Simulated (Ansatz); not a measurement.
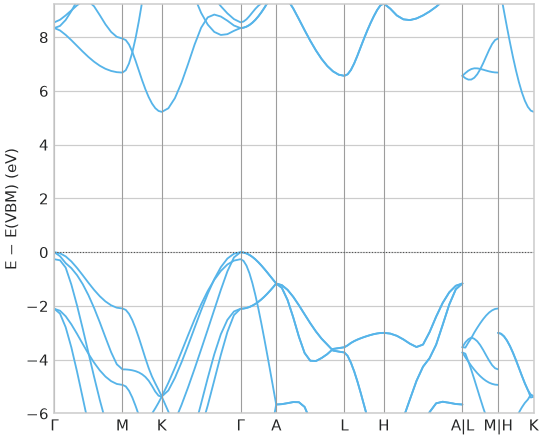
Figure: Band structure from PBE (plane waves, PAW; program Ansatz)

Q: Read off the gap and where the band edges lie.

A: About 5.2 eV (5.22 eV by a search for the band edges); maximum at Γ, minimum at K.

Q: Which of these materials gives this?
(A) Si3N4, P6_3/m (Si on 6h, N on 2d, N on 6h)
(B) BeS, wurtzite
(C) AlN, wurtzite
(D) BN, wurtzite

A: D, BN, wurtzite

Space group P6_3mc (wurtzite). The cell was relaxed with PBE under the symmetry of its start.

Potentials: the earlier of the program's two PAW sets.
